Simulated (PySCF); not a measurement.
**As2 (SMILES [As]#[As]): levels of theory compared**

Wanted: a comparison of 4 runs (B2PLYP/STO-6G, M06-2X/STO-6G, PBE/STO-6G, CCSDT/STO-6G) of As2. 

Program for the calculation: PySCF 2.14.0.

3 further runs of the same task are left out: 1 that didn't finish, 2 set aside as unsound or not needed.

### Step 1. The system as given

As2 has 2 atoms, charge 0, and is taken as a singlet. SMILES: `[As]#[As]`. The shape comes from GFN2-xTB, which is rough for such elements, and wasn't checked as a minimum.

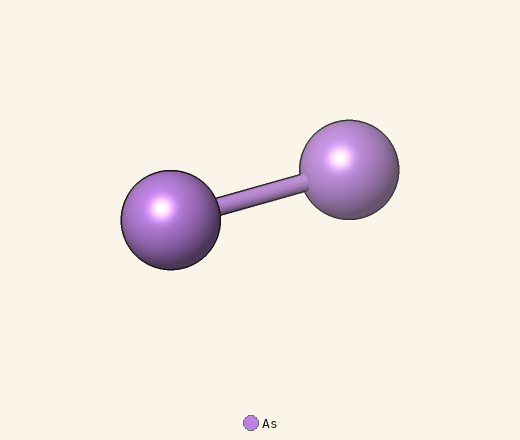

The structure, seen from a chosen angle (arsenic purple).

### Step 2. The energy at B2PLYP/STO-6G (run 1)

run.py reads:

```python
from pyscf import gto, dft, mp

mol = gto.Mole()
mol.atom = '''
As     0.000000     0.000000     0.000000
As     0.000000     0.000000     2.093970
'''
mol.max_memory = 1860
mol.verbose = 4
mol.spin = 0
mol.basis = 'sto-6g'
mol.build()

ks = dft.RKS(mol)
ks.xc = '0.53*HF + 0.47*B88, 0.73*LYP'
ks.conv_tol = 1e-10
ks.grids.level = 5
ks.kernel()
if not ks.converged:
    ks = ks.newton().run(ks.mo_coeff, ks.mo_occ)

pt = mp.MP2(ks, frozen=18).run()
etot = ks.e_tot + 0.27 * pt.e_corr
print('PT2 part  %.8f' % (0.27 * pt.e_corr))
print('E(%s) = %.9f' % ('B2PLYP', etot))
```

Command:

```bash
$ OMP_NUM_THREADS=1 python run.py
```

Output:

```text
PySCF version 2.14.0

[INPUT] num. atoms = 2
[INPUT] num. electrons = 66
[INPUT] charge = 0
[INPUT] spin (= nelec alpha-beta = 2S) = 0
[INPUT] symmetry False subgroup None
[INPUT] Mole.unit = angstrom
[INPUT] Symbol           X                Y                Z      unit          X                Y                Z       unit  Magmom
[INPUT]  1 As     0.000000000000   0.000000000000   0.000000000000 AA    0.000000000000   0.000000000000   0.000000000000 Bohr   0.0
[INPUT]  2 As     0.000000000000   0.000000000000   2.093970000000 AA    0.000000000000   0.000000000000   3.957029813056 Bohr   0.0

nuclear repulsion = 275.206417805355
number of shells = 16
number of NR pGTOs = 216
number of NR cGTOs = 36
basis = sto-6g
ecp = {}

[... 47 lines left out ...]
converged SCF energy = -4447.18484574906
[... 1 line left out ...]
******** <class 'pyscf.mp.mp2.RMP2'> ********
nocc = 15, nmo = 18
frozen orbitals 18
E(RMP2) = -4447.36229577318  E_corr = -0.177450024116953
E(SCS-RMP2) = -4447.35836458859  E_corr = -0.173518839529266
E_corr(same-spin) = -0.0454859877820122
E_corr(oppo-spin) = -0.131964036334941
PT2 part  -0.04791151
E(B2PLYP) = -4447.232757256
```

Run time: 3.9 s. Hardware: 1 thread of Arm Neoverse V2, shared host; peak memory 0.24 GiB.

### Step 3. The energy at M06-2X/STO-6G (run 2)

job.py reads:

```python
from pyscf import gto, dft

molecule = gto.M(
    atom='''
As   0.000000   0.000000   0.000000
As   0.000000   0.000000   2.093970
''',
    basis='sto-6g',
    verbose=3,
    max_memory=1860,
)

ks = dft.RKS(molecule)
ks.xc = 'm06-2x'
ks.conv_tol = 1e-10
ks.grids.level = 5
ks.kernel()
if not ks.converged:
    ks = ks.newton().run(ks.mo_coeff, ks.mo_occ)

e_tot = ks.e_tot
print('Final energy', e_tot)
```

Command:

```bash
$ OMP_NUM_THREADS=1 python job.py
```

Output:

```text
converged SCF energy = -4447.78969595676
Final energy -4447.78969595676
```

It took 4.8 s on 1 thread of Arm Neoverse V2, shared host; peak memory 0.24 GiB.

Run 3 isn't shown in full; the table further down has it.

### Step 4. A single-point energy at CCSDT/STO-6G (run 4)

run.py reads:

```python
# As2
from pyscf import gto, cc

molecule = gto.M(
    atom='''
As   0.000000   0.000000   0.000000
As   0.000000   0.000000   2.093970
''',
    spin=0,
    basis='sto-6g',
    max_memory=1860,
    verbose=4,
)

mf = molecule.RHF()
mf.conv_tol = 1e-10
mf.kernel()
if not mf.converged:
    mf = mf.newton().run(mf.mo_coeff, mf.mo_occ)

mycc = cc.CCSDT(mf, frozen=18)
mycc.kernel()
etot = mycc.e_tot
print('E = %.10f Eh' % etot)
```

Command:

```bash
$ OMP_NUM_THREADS=1 python run.py
```

Output:

```text
PySCF version 2.14.0

[INPUT] num. atoms = 2
[INPUT] num. electrons = 66
[INPUT] charge = 0
[INPUT] spin (= nelec alpha-beta = 2S) = 0
[INPUT] symmetry False subgroup None
[INPUT] Mole.unit = angstrom
[INPUT] Symbol           X                Y                Z      unit          X                Y                Z       unit  Magmom
[INPUT]  1 As     0.000000000000   0.000000000000   0.000000000000 AA    0.000000000000   0.000000000000   0.000000000000 Bohr   0.0
[INPUT]  2 As     0.000000000000   0.000000000000   2.093970000000 AA    0.000000000000   0.000000000000   3.957029813056 Bohr   0.0

nuclear repulsion = 275.206417805355
number of shells = 16
number of NR pGTOs = 216
number of NR cGTOs = 36
basis = sto-6g
ecp = {}

[... 33 lines left out ...]
converged SCF energy = -4445.15196379541
[... 24 lines left out ...]
Init t2, MP2 energy = -4445.278388739059  E_corr(MP2) -0.126424943645
[... 14 lines left out ...]
RCCSDT converged
[... 3 lines left out ...]
E = -4445.2764673742 Eh
```

It took 3.6 s on 1 thread of Arm Neoverse V2, shared host; peak memory 0.12 GiB.

### Step 5. Overview of the runs

```csv
run,level,frozen core orbitals,integration grid,energy (Eh),dipole moment (D) of the reference,HOMO energy (eV),LUMO energy (eV),wall time
1,B2PLYP/STO-6G,18,5,-4447.232757,0.00,-5.20,2.21,3.9 s
2,M06-2X/STO-6G,–,5,-4447.789696,0.00,-5.53,1.72,4.8 s
3,PBE/STO-6G,–,5,-4447.114277,0.00,-3.55,0.09,3.6 s
4,CCSDT/STO-6G,18,–,-4445.276467,0.00,-6.26,4.36,3.6 s
```

### Step 6. Summary of results

| quantity | value |
| --- | --- |
| run 4: total energy | -4445.27647 Eh |
| run 4: dipole moment (Hartree–Fock density) | 0.00 D |
| run 4: HOMO energy (Hartree–Fock orbitals) | -6.26 eV |
| run 4: LUMO energy (Hartree–Fock orbitals) | 4.36 eV |
| run 4: HOMO–LUMO gap (Hartree–Fock orbitals) | 10.62 eV |
| run 4: correlation energy (18 core orbitals frozen) | -124.5 mEh |
| run 4: T1 diagnostic | 0.003 |

What this shows: Over runs 1, 2, 3 the HOMO–LUMO gap runs from 3.65 eV (PBE/STO-6G) to 7.41 eV (B2PLYP/STO-6G). A double hybrid's value is that of its SCF part. Totals of different functionals can't be ranked against each other. In runs 1, 2, 3, 4 the basis is minimal, so the values are rough. All runs together took 16 s, the longest 4.8 s.
